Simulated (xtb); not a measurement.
# Geometry relaxation, with input and output: C3H9AsOSi (part 3 of 4)

The same run, continued: C3H9AsOSi, SMILES C1C[AsH][SiH2]CO1; GFN2-xTB (xtb 6.7.1 later snapshot). 

Geometry of the input (Å):
```
C  0.8140  0.7418  -1.0207
C  1.5653  0.3165  0.3395
As 1.0970  -1.3222  1.2201
Si -1.2642  -0.8203  1.1261
C  -1.5330  0.1799  -0.4476
O  -0.4408  1.2858  -0.6648
H  1.2571  1.6094  -1.4028
H  0.7746  -0.0307  -1.6380
H  2.6905  0.2141  -0.0161
H  1.7940  1.0914  0.9754
H  0.8762  -2.1346  -0.0988
H  -2.1414  -1.7309  1.1791
H  -1.4679  0.1988  2.3740
H  -1.3624  -0.4513  -1.3197
H  -2.4331  0.7386  -0.5874
```

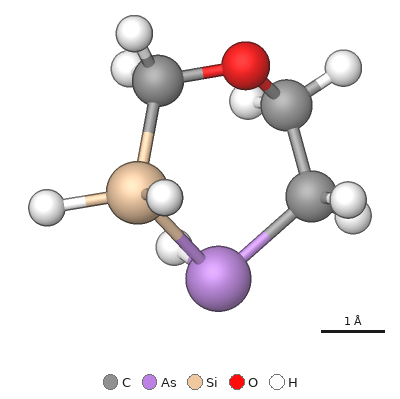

Figure 1. The geometry at step 6 of the log (ball-and-stick view, seen at a tilt).

**Output, continued**
```
 SCC (total)                   0 d,  0 h,  0 min,  0.004 sec
 SCC setup                      ...        0 min,  0.000 sec (  1.250%)
 Dispersion                     ...        0 min,  0.000 sec (  0.741%)
 classical contributions        ...        0 min,  0.000 sec (  0.201%)
 integral evaluation            ...        0 min,  0.001 sec ( 21.228%)
 iterations                     ...        0 min,  0.001 sec ( 29.989%)
 molecular gradient             ...        0 min,  0.002 sec ( 45.241%)
 printout                       ...        0 min,  0.000 sec (  1.073%)

         :::::::::::::::::::::::::::::::::::::::::::::::::::::
         ::                     SUMMARY                     ::
         :::::::::::::::::::::::::::::::::::::::::::::::::::::
         :: total energy             -19.158626954410 Eh    ::
         :: gradient norm              0.000344072608 Eh/a0 ::
         :: HOMO-LUMO gap              4.376411154600 eV    ::
         ::.................................................::
         :: SCC energy               -19.324487637901 Eh    ::
         :: -> isotropic ES            0.032174657617 Eh    ::
         :: -> anisotropic ES         -0.000273943848 Eh    ::
         :: -> anisotropic XC          0.002647332649 Eh    ::
         :: -> dispersion             -0.012262085912 Eh    ::
         :: repulsion energy           0.165860683491 Eh    ::
         :: add. restraining           0.000000000000 Eh    ::
         :: total charge              -0.000000000000 e     ::
         :::::::::::::::::::::::::::::::::::::::::::::::::::::

           -------------------------------------------------
          |                Property Printout                |
           -------------------------------------------------

    * Orbital Energies and Occupations

         #    Occupation            Energy/Eh            Energy/eV
      -------------------------------------------------------------
         1        2.0000           -0.7340360             -19.9741
       ...           ...                  ...                  ...
         6        2.0000           -0.5743179             -15.6280
         7        2.0000           -0.5427051             -14.7678
         8        2.0000           -0.5313815             -14.4596
         9        2.0000           -0.5126036             -13.9487
        10        2.0000           -0.4791477             -13.0383
        11        2.0000           -0.4716725             -12.8349
        12        2.0000           -0.4597682             -12.5109
        13        2.0000           -0.4396565             -11.9637
        14        2.0000           -0.4379299             -11.9167
        15        2.0000           -0.4282613             -11.6536
        16        2.0000           -0.4080855             -11.1046
        17        2.0000           -0.3879666             -10.5571
        18        2.0000           -0.3599140              -9.7938 (HOMO)
        19                         -0.1990838              -5.4173 (LUMO)
        20                         -0.1877924              -5.1101
        21                         -0.1733968              -4.7184
        22                         -0.1416552              -3.8546
        23                         -0.1293083              -3.5187
        24                         -0.0826495              -2.2490
        25                         -0.0390039              -1.0613
        26                          0.0231734               0.6306
        27                          0.0591272               1.6089
        28                          0.0766917               2.0869
        29                          0.1074705               2.9244
       ...                                ...                  ...
        43                          1.2079834              32.8709
      -------------------------------------------------------------
                  HL-Gap            0.1608302 Eh            4.3764 eV
             Fermi-level           -0.2794989 Eh           -7.6056 eV

     #   Z          covCN         q      C6AA      α(0)
     1   6          3.717     0.096    19.111     6.245
     2   6          3.740    -0.107    22.624     6.787
     3  33          2.838     0.017   213.821    26.801
     4  14          3.635     0.432    99.356    19.119
     5   6          3.589    -0.021    21.619     6.739
     6   8          1.704    -0.340    19.702     5.993
     7   1          0.924     0.033     2.545     2.495
     8   1          0.923     0.010     2.888     2.658
     9   1          0.924     0.034     2.529     2.487
    10   1          0.925     0.038     2.476     2.461
    11   1          0.970    -0.047     4.009     3.129
    12   1          0.916    -0.096     5.439     3.648
    13   1          0.916    -0.083     5.010     3.501
    14   1          0.923     0.003     3.008     2.712
    15   1          0.924     0.031     2.571     2.508

 Mol. C6AA /au·bohr⁶  :       3448.307247
 Mol. C8AA /au·bohr⁸  :     130140.306324
 Mol. α(0) /au        :         97.280367

Wiberg/Mayer (AO) data.
largest (>0.10) Wiberg bond orders for each atom

 ---------------------------------------------------------------------------
     #   Z sym  total        # sym  WBO       # sym  WBO       # sym  WBO
 ---------------------------------------------------------------------------
     1   6      3.959 --     2      0.999     6      0.997     7      0.965
                             8      0.960
     2   6      3.981 --     3      1.029     1      0.999    10      0.959
                             9      0.956
     3  33      3.213 --     2      1.029    11      0.963     4      0.958
     4  14      3.588 --     3      0.958    13      0.865    12      0.858
                             5      0.852
     5   6      3.912 --     6      0.985    15      0.981    14      0.975
                             4      0.852
     6   8      2.085 --     1      0.997     5      0.985
     7   1      0.999 --     1      0.965
     8   1      1.000 --     1      0.960
     9   1      0.998 --     2      0.956
    10   1      0.999 --     2      0.959
    11   1      0.998 --     3      0.963
    12   1      0.990 --     4      0.858
    13   1      0.993 --     4      0.865
    14   1      1.000 --     5      0.975
    15   1      0.999 --     5      0.981
 ---------------------------------------------------------------------------

Topologies differ in total number of bonds
Writing topology from bond orders to xtbtopo.mol

molecular dipole:
                 x           y           z       tot (Debye)
 q only:        0.018      -0.636       0.543
   full:        0.104      -0.150      -0.208       0.704
molecular quadrupole (traceless):
                xx          xy          yy          xz          yz          zz
 q only:        1.644       2.081      -2.804      -1.376      -0.412       1.161
  q+dip:        1.748       3.470      -3.274      -1.357       4.318       1.526
   full:        1.768       4.003      -3.186      -2.012       3.429       1.419

           -------------------------------------------------
          |                Geometry Summary                 |
           -------------------------------------------------

      molecular mass/u    :      164.1101726
   center of mass at/Å    :        0.3056093      -0.5256410       0.5955522
  moments of inertia/u·Å² :        0.1858822E+03   0.3103548E+03   0.4588221E+03
rotational constants/cm⁻¹ :        0.9068985E-01   0.5431729E-01   0.3674111E-01

 * 14 selected distances

     #   Z          #   Z                                           value/Å
     1   6          2   6                                         1.5286160
     3  33          4  14                                         2.3317968 (max)
     4  14          5   6                                         1.9154427
     1   6          6   8                                         1.4035703
     5   6          6   8                                         1.4228688
     1   6          7   1                                         1.0971340
     1   6          8   1                                         1.1038564
     2   6          9   1                                         1.0949998
     2   6         10   1                                         1.0943213
     3  33         11   1                                         1.5143999
     4  14         12   1                                         1.4704457
     4  14         13   1                                         1.4702756
     5   6         14   1                                         1.1002174
     5   6         15   1                                         1.0906515 (min)

 * 7 distinct bonds (by element types)

   Z      Z             #   av. dist./Å        max./Å        min./Å
   1 H    6 C           6     1.0968634     1.1038564     1.0906515
   6 C    6 C           1     1.5286160     1.5286160     1.5286160
   6 C    8 O           2     1.4132196     1.4228688     1.4035703
   1 H   14 Si          2     1.4703607     1.4704457     1.4702756
   6 C   14 Si          1     1.9154427     1.9154427     1.9154427
   1 H   33 As          1     1.5143999     1.5143999     1.5143999
  14 Si  33 As          1     2.3317968     2.3317968     2.3317968

optimized geometry written to: xtbopt.xyz

           -------------------------------------------------
          | TOTAL ENERGY              -19.158626954410 Eh   |
          | GRADIENT NORM               0.000344072608 Eh/α |
          | HOMO-LUMO GAP               4.376411154600 eV   |
           -------------------------------------------------

------------------------------------------------------------------------
------------------------------------------------------------------------
 total:
 *  cpu-time:     0 d,  0 h,  0 min,  0.100 sec
 * ratio c/w:     1.000 speedup
 SCF:
 *  cpu-time:     0 d,  0 h,  0 min,  0.008 sec
 * ratio c/w:     1.000 speedup
 ANC optimizer:
 *  cpu-time:     0 d,  0 h,  0 min,  0.085 sec
 * ratio c/w:     1.000 speedup
```

**File xtbopt.xyz**
```
15
 energy: -19.158626954410 gnorm: 0.000344072608 xtb: 6.7.1
C            0.82021538401864        0.75399529015089       -0.93080180148364
C            1.64587407827116        0.32336247167028        0.28143148268950
As           1.05580571568719       -1.34630202995849        1.19020589934612
Si          -1.18977781942695       -0.71846953418463        1.16884459323336
C           -1.45854857620585        0.22583147187619       -0.47583709938983
O           -0.46573975178651        1.23253868034473       -0.63529415466834
H            1.32317150769479        1.59635137493863       -1.42189661171319
H            0.75891787866060       -0.07589866204150       -1.65607229261702
H            2.68455626714939        0.19767992533118       -0.04162803531086
H            1.63424708493859        1.12987958585921        1.02098120343554
H            0.89675370636159       -2.12672624242363       -0.09783418432435
H           -2.13969471397144       -1.84046775603793        1.20027878858536
H           -1.49279067676238        0.21787870374443        2.26115641073138
H           -1.44003990601953       -0.44739289490279       -1.34583961500614
H           -2.40698017860928        0.76383961563342       -0.49918458350790
```

**Trajectory as extended XYZ (Å, eV, eV/Å), 13 frames, from step=0 to step=12**
```
15
Properties=species:S:1:pos:R:3 step=0 energy=-519.39284
C     0.8140    0.7418   -1.0207
C     1.5653    0.3165    0.3395
As    1.0970   -1.3222    1.2201
Si   -1.2642   -0.8203    1.1261
C    -1.5330    0.1799   -0.4476
O    -0.4408    1.2858   -0.6648
H     1.2571    1.6094   -1.4028
H     0.7746   -0.0307   -1.6380
H     2.6905    0.2141   -0.0161
H     1.7940    1.0914    0.9754
H     0.8762   -2.1346   -0.0988
H    -2.1414   -1.7309    1.1791
H    -1.4679    0.1988    2.3740
H    -1.3624   -0.4513   -1.3197
H    -2.4331    0.7386   -0.5874
15
Properties=species:S:1:pos:R:3 step=1 energy=-521.03341
C     0.8073    0.7591   -0.9675
C     1.6257    0.3093    0.2979
As    1.0368   -1.3187    1.1961
Si   -1.2064   -0.7412    1.1618
C    -1.5063    0.1950   -0.4667
O    -0.4723    1.2644   -0.6556
H     1.2793    1.6284   -1.3928
H     0.7713   -0.0587   -1.6440
H     2.7038    0.1818   -0.0352
H     1.7451    1.1238    0.9927
H     0.8953   -2.1370   -0.0990
H    -2.1691   -1.7795    1.1891
H    -1.4738    0.1847    2.3489
H    -1.3762   -0.4631   -1.3292
H    -2.4346    0.7379   -0.5780
15
Properties=species:S:1:pos:R:3 step=2 energy=-521.28911
C     0.8163    0.7637   -0.9320
C     1.6523    0.3099    0.2773
As    1.0805   -1.3410    1.1926
Si   -1.2189   -0.6977    1.1840
C    -1.4777    0.2120   -0.4782
O    -0.4755    1.2299   -0.6306
H     1.3020    1.6313   -1.3893
H     0.7742   -0.0618   -1.6517
H     2.6804    0.1725   -0.0670
H     1.6839    1.1387    1.0101
H     0.8848   -2.1202   -0.0912
H    -2.1758   -1.8002    1.1857
H    -1.4718    0.1870    2.2993
H    -1.4026   -0.4799   -1.3304
H    -2.4261    0.7418   -0.5600
15
Properties=species:S:1:pos:R:3 step=3 energy=-521.30847
C     0.8199    0.7665   -0.9263
C     1.6516    0.3171    0.2709
As    1.0125   -1.3270    1.1887
Si   -1.1891   -0.7179    1.1858
C    -1.4475    0.2150   -0.4668
O    -0.4689    1.2276   -0.6201
H     1.3147    1.6270   -1.3976
H     0.7649   -0.0559   -1.6619
H     2.6705    0.1619   -0.0796
H     1.6754    1.1346    1.0127
H     0.8968   -2.1194   -0.0958
H    -2.1469   -1.8304    1.1862
H    -1.5117    0.2248    2.2669
H    -1.4106   -0.4779   -1.3256
H    -2.4055    0.7398   -0.5191
15
Properties=species:S:1:pos:R:3 step=4 energy=-521.32836
C     0.8153    0.7670   -0.9255
C     1.6494    0.3177    0.2749
As    1.0615   -1.3402    1.1974
Si   -1.1930   -0.7158    1.1775
C    -1.4549    0.2167   -0.4732
O    -0.4729    1.2331   -0.6230
H     1.3120    1.6246   -1.3983
H     0.7590   -0.0539   -1.6619
H     2.6750    0.1606   -0.0734
H     1.6834    1.1309    1.0114
H     0.8784   -2.1188   -0.0863
H    -2.1428   -1.8375    1.1892
H    -1.5213    0.2289    2.2675
H    -1.4120   -0.4690   -1.3344
H    -2.4111    0.7418   -0.5234
15
Properties=species:S:1:pos:R:3 step=5 energy=-521.33053
C     0.8169    0.7665   -0.9269
C     1.6518    0.3187    0.2740
As    1.0469   -1.3355    1.1983
Si   -1.2066   -0.7126    1.1782
C    -1.4587    0.2175   -0.4759
O    -0.4720    1.2325   -0.6254
H     1.3135    1.6220   -1.4021
H     0.7604   -0.0531   -1.6637
H     2.6815    0.1689   -0.0694
H     1.6803    1.1298    1.0111
H     0.8922   -2.1267   -0.0844
H    -2.1508   -1.8390    1.1970
H    -1.5030    0.2165    2.2717
H    -1.4136   -0.4634   -1.3392
H    -2.4128    0.7439   -0.5249
15
Properties=species:S:1:pos:R:3 step=6 energy=-521.33183
C     0.8174    0.7659   -0.9267
C     1.6496    0.3185    0.2748
As    1.0491   -1.3381    1.2001
Si   -1.1960   -0.7151    1.1741
C    -1.4581    0.2188   -0.4765
O    -0.4708    1.2328   -0.6245
H     1.3153    1.6194   -1.4044
H     0.7596   -0.0533   -1.6646
H     2.6797    0.1706   -0.0669
H     1.6730    1.1283    1.0128
H     0.8863   -2.1280   -0.0818
H    -2.1408   -1.8416    1.2006
H    -1.5078    0.2201    2.2619
H    -1.4187   -0.4588   -1.3428
H    -2.4119    0.7468   -0.5176
15
Properties=species:S:1:pos:R:3 step=7 energy=-521.33213
C     0.8177    0.7643   -0.9269
C     1.6502    0.3192    0.2747
As    1.0511   -1.3409    1.1957
Si   -1.1952   -0.7161    1.1740
C    -1.4575    0.2195   -0.4759
O    -0.4696    1.2332   -0.6236
H     1.3165    1.6157   -1.4071
H     0.7585   -0.0549   -1.6646
H     2.6817    0.1749   -0.0635
H     1.6661    1.1273    1.0145
H     0.8930   -2.1333   -0.0854
H    -2.1392   -1.8434    1.2049
H    -1.5146    0.2259    2.2583
H    -1.4229   -0.4555   -1.3444
H    -2.4098    0.7501   -0.5122
15
Properties=species:S:1:pos:R:3 step=8 energy=-521.33241
C     0.8184    0.7605   -0.9277
C     1.6499    0.3200    0.2762
As    1.0531   -1.3408    1.1984
Si   -1.1945   -0.7195    1.1693
C    -1.4586    0.2210   -0.4775
O    -0.4678    1.2328   -0.6246
H     1.3186    1.6088   -1.4120
H     0.7579   -0.0602   -1.6631
H     2.6836    0.1818   -0.0574
H     1.6559    1.1272    1.0162
H     0.8924   -2.1278   -0.0859
H    -2.1399   -1.8457    1.2076
H    -1.5049    0.2224    2.2553
H    -1.4297   -0.4498   -1.3492
H    -2.4084    0.7555   -0.5070
15
Properties=species:S:1:pos:R:3 step=9 energy=-521.33257
C     0.8191    0.7580   -0.9289
C     1.6467    0.3212    0.2791
As    1.0535   -1.3439    1.1948
Si   -1.1929   -0.7165    1.1683
C    -1.4603    0.2235   -0.4783
O    -0.4671    1.2325   -0.6281
H     1.3202    1.6042   -1.4160
H     0.7587   -0.0657   -1.6603
H     2.6822    0.1872   -0.0507
H     1.6470    1.1279    1.0185
H     0.8980   -2.1313   -0.0898
H    -2.1375   -1.8431    1.2075
H    -1.4983    0.2197    2.2581
H    -1.4338   -0.4467   -1.3500
H    -2.4095    0.7590   -0.5056
15
Properties=species:S:1:pos:R:3 step=10 energy=-521.33274
C     0.8194    0.7563   -0.9293
C     1.6477    0.3217    0.2797
As    1.0543   -1.3450    1.1916
Si   -1.1925   -0.7180    1.1690
C    -1.4597    0.2243   -0.4766
O    -0.4668    1.2324   -0.6304
H     1.3207    1.6013   -1.4182
H     0.7588   -0.0703   -1.6576
H     2.6847    0.1919   -0.0466
H     1.6424    1.1289    1.0190
H     0.8990   -2.1297   -0.0942
H    -2.1400   -1.8417    1.2045
H    -1.4968    0.2204    2.2582
H    -1.4364   -0.4473   -1.3475
H    -2.4087    0.7608   -0.5031
15
Properties=species:S:1:pos:R:3 step=11 energy=-521.33278
C     0.8198    0.7546   -0.9303
C     1.6460    0.3220    0.2810
As    1.0550   -1.3465    1.1911
Si   -1.1909   -0.7180    1.1695
C    -1.4584    0.2251   -0.4761
O    -0.4660    1.2326   -0.6333
H     1.3223    1.5980   -1.4205
H     0.7585   -0.0742   -1.6565
H     2.6839    0.1954   -0.0440
H     1.6368    1.1288    1.0204
H     0.8997   -2.1258   -0.0982
H    -2.1399   -1.8406    1.2017
H    -1.4950    0.2199    2.2606
H    -1.4388   -0.4480   -1.3463
H    -2.4070    0.7628   -0.5007
15
Properties=species:S:1:pos:R:3 step=12 energy=-521.33280
C     0.8202    0.7540   -0.9308
C     1.6459    0.3234    0.2814
As    1.0558   -1.3463    1.1902
Si   -1.1898   -0.7185    1.1688
C    -1.4586    0.2258   -0.4758
O    -0.4657    1.2325   -0.6353
H     1.3232    1.5963   -1.4219
H     0.7589   -0.0759   -1.6561
H     2.6846    0.1977   -0.0416
H     1.6342    1.1299    1.0210
H     0.8968   -2.1267   -0.0978
H    -2.1397   -1.8405    1.2003
H    -1.4928    0.2179    2.2612
H    -1.4400   -0.4474   -1.3458
H    -2.4070    0.7638   -0.4992
```

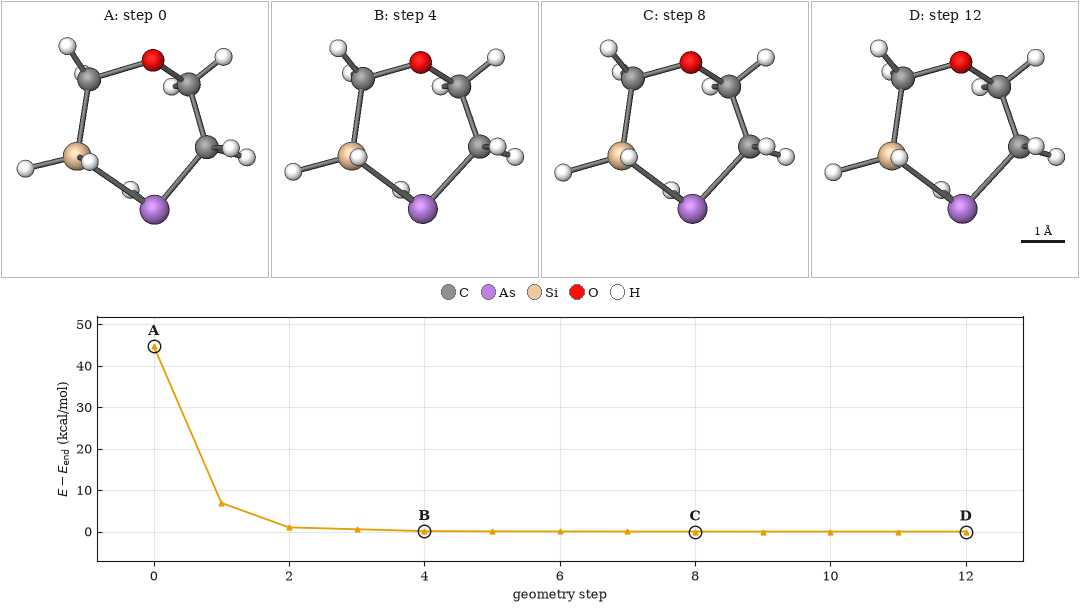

Figure 2. Frames of the relaxation (ball-and-stick view, seen at a tilt) above the curves, on which the letters mark them (steps are counted from 0).
